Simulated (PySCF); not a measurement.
```csv
atom,x (Å),y (Å),z (Å)
Zn,0.0000,0.0000,-1.3980
Ge,0.0000,0.0000,1.2090
```

Computed with PBE0/pcseg-1, non-relativistic, at a bond length of 2.607 Å in PySCF 2.14.0.

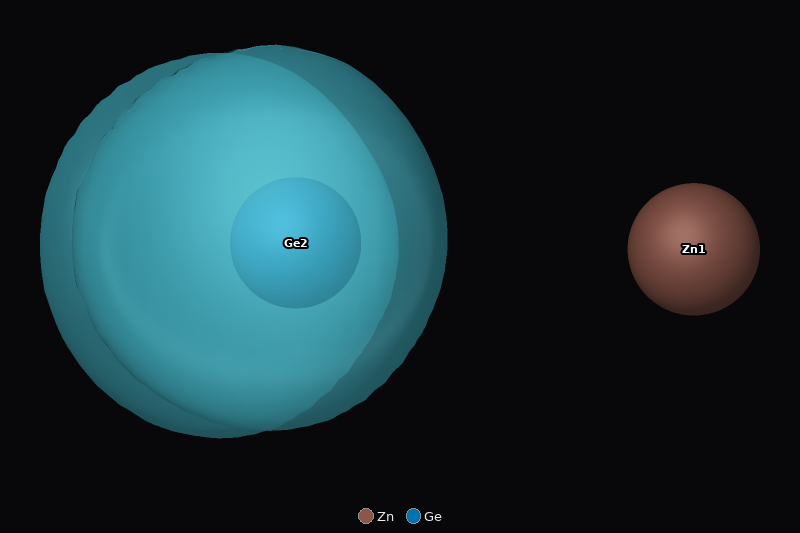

ZnGe (charge +1, doublet). Isosurface of the ELF at 0.75 (cyan), seen from one side. Core shells and regions of very low density are left out.

### What do the ELF domains correspond to?

The ELF exceeds this value in two lobes on Ge, pointing away from the bonds (non-bonding electrons).

Values along the shortest contacts:
Zn–Ge (2.61 Å): the ELF reaches about 0.60 near the midpoint.
